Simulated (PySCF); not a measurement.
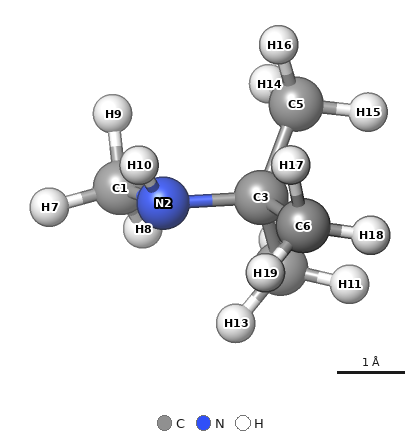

**Figure 1.** The structure as given in the input (ball-and-stick view, seen at a tilt; atoms are numbered from 1 in the order of the input). Bond lengths as drawn: C–C 1.49 to 1.56 Å, C–H 0.99 to 1.17 Å, C–N 1.43 to 1.49 Å and H–N 0.95 Å.

# NMR shielding calculation, with input and output: C5H13N

System: C5H13N (n-methyl-tert-butylamine), SMILES CNC(C)(C)C.
Method: GIAO KT3/pcSseg-1 NMR shielding, non-relativistic, IEF-PCM benzene (PySCF 2.14.0).

The geometry comes from this level: GFN2-xTB, MD frame at 4975.5 fs, 800 K. Figures and captions count atoms from 1; the log counts them from 0 in places.

**What the program printed**
```
coarse grid: 14552 points
cycle   1  E = -256.9513616588  dE =  3.326e-01  |g| = 6.443e-01  |ddm| = 3.626e+00
cycle   2  E = -256.8132156303  dE =  1.381e-01  |g| = 9.659e-01  |ddm| = 1.940e+00
cycle   3  E = -257.0641797044  dE = -2.510e-01  |g| = 9.940e-02  |ddm| = 1.333e+00
cycle   4  E = -257.0661884356  dE = -2.009e-03  |g| = 3.285e-02  |ddm| = 1.308e-01
cycle   5  E = -257.0664274351  dE = -2.390e-04  |g| = 4.855e-03  |ddm| = 3.487e-02
cycle   6  E = -257.0664315518  dE = -4.117e-06  |g| = 2.374e-03  |ddm| = 7.205e-03
final grid: 136872 points
cycle   7  E = -257.0538856654  dE = -2.276e-04  |g| = 7.762e-03  |ddm| = 6.063e-02
cycle   8  E = -257.0538637875  dE =  2.188e-05  |g| = 1.267e-02  |ddm| = 1.883e-02
cycle   9  E = -257.0538979508  dE = -3.416e-05  |g| = 8.369e-04  |ddm| = 1.302e-02
cycle  10  E = -257.0538980845  dE = -1.337e-07  |g| = 3.825e-04  |ddm| = 1.199e-03
cycle  11  E = -257.0538981210  dE = -3.655e-08  |g| = 6.557e-05  |ddm| = 3.534e-04
cycle  12  E = -257.0538981221  dE = -1.117e-09  |g| = 1.179e-05  |ddm| = 8.148e-05
cycle  13  E = -257.0538981222  dE = -2.785e-11  |g| = 5.740e-06  |ddm| = 1.809e-05
```

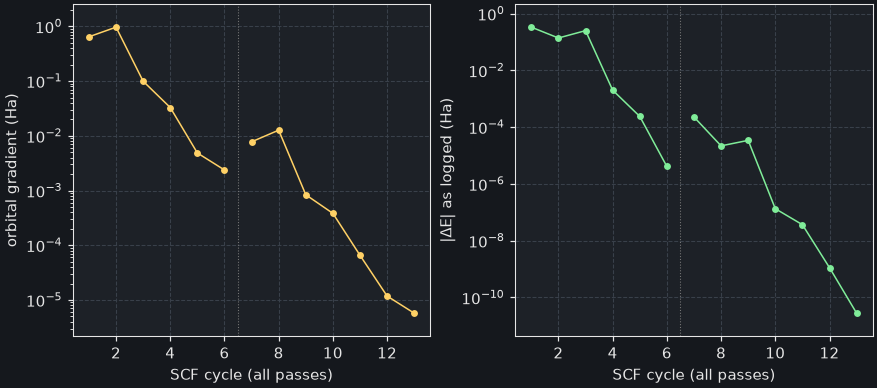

**Figure 2.** Convergence of the self-consistent field: orbital gradient and size of the energy change against the SCF cycle. The dotted line marks the change from a coarse to the final integration grid. The first 6 cycles use a coarse grid, the final grid takes over at cycle 7, and the field converges after 13 cycles in all.

```
converged SCF energy = -257.0538981222

GIAO shielding tensors (ppm)
atom      isotropic    diamagn.    paramagn.     s11        s22        s33       span
  0 C      150.048     252.827    -102.780    129.923    138.985    181.236     51.313
  1 N      195.024     318.836    -123.812    164.130    178.423    242.520     78.390
  2 C      128.419     240.590    -112.172    114.072    124.904    146.280     32.207
  3 C      152.028     255.569    -103.541    133.052    143.982    179.050     45.999
  4 C      155.724     248.095     -92.372    122.620    164.554    179.996     57.376
  5 C      154.917     261.385    -106.468    132.481    142.370    189.900     57.419
  6 H       28.181      28.271      -0.090     23.421     26.329     34.793     11.373
  7 H       28.248      31.014      -2.766     23.744     28.208     32.790      9.047
  8 H       27.595      34.950      -7.355     22.688     25.572     34.526     11.838
  9 H       33.214      43.710     -10.496     25.033     32.792     41.817     16.784
 10 H       30.522      26.969       3.553     26.475     29.601     35.490      9.016
 11 H       29.875      30.076      -0.201     27.137     28.212     34.275      7.138
 12 H       30.457      29.818       0.639     27.160     28.475     35.737      8.577
 13 H       28.370      31.701      -3.331     24.566     27.484     33.060      8.493
 14 H       30.191      34.301      -4.110     26.409     28.507     35.657      9.248
 15 H       30.116      35.829      -5.713     26.344     27.563     36.440     10.097
 16 H       30.299      37.124      -6.825     26.420     28.900     35.578      9.158
 17 H       31.747      37.478      -5.732     28.462     29.462     37.316      8.853
 18 H       32.554      37.266      -4.712     29.525     30.708     37.429      7.904
```

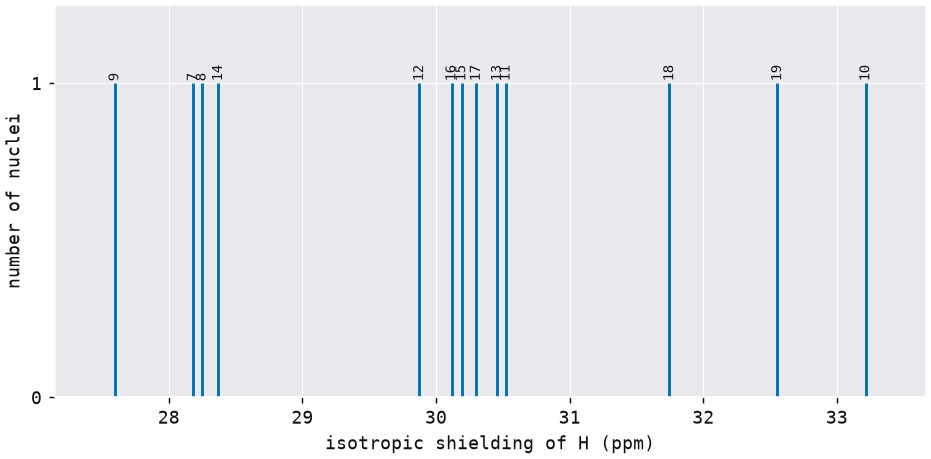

**Figure 3.** Isotropic shieldings of the hydrogen nuclei in this fixed geometry, labelled by atom number; shielding grows to the right, so chemical shift grows to the left. The least shielded is H9 (27.6 ppm), the most shielded H10 (33.2 ppm).

The run was set up as follows.

**Input**
```
{"job": {"kind": "nmr", "xc": "KT3", "basis": "pcSseg-1", "pop": false, "solvent": "benzene"}, "charge": 0, "multiplicity": 1}
C     -4.543722    -3.503993     1.752097
N     -3.530563    -3.163209     2.698446
C     -2.394611    -4.123001     2.605002
C     -3.032968    -5.434805     2.913824
C     -1.627433    -4.093595     1.247136
C     -1.416038    -3.791577     3.762146
H     -5.416076    -2.851521     2.061491
H     -4.908609    -4.543363     1.785333
H     -4.278067    -3.032264     0.760828
H     -3.292509    -2.250859     2.597304
H     -2.199640    -6.031168     3.276462
H     -3.373458    -5.897726     1.973167
H     -3.854104    -5.338110     3.603827
H     -2.333455    -4.405781     0.371085
H     -0.858740    -4.873079     1.333321
H     -1.213010    -3.137317     0.854050
H     -0.933941    -2.872295     3.358754
H     -0.717103    -4.554383     3.855933
H     -1.952187    -3.494316     4.545263
```

The first line tells a small driver script what to run in PySCF; the rest is the geometry in Å.

Run as:
```bash
OMP_NUM_THREADS=1 python <driver script> task.json out
```

**Summary**

| quantity | value |
| --- | --- |
| outcome | converged |
| total energy | −257.053898 hartree |
| HOMO | −4.78 eV |
| LUMO | 0.46 eV |
| dipole moment | 0.93 D |
| isotropic shielding, C | 128.4 to 155.7 ppm |
| isotropic shielding, N | 195.0 ppm |
| isotropic shielding, H | 27.6 to 33.2 ppm |
| hardware | 1 CPU thread, shared host |
| wall time | 17 s |
| peak memory | 0.74 GiB |
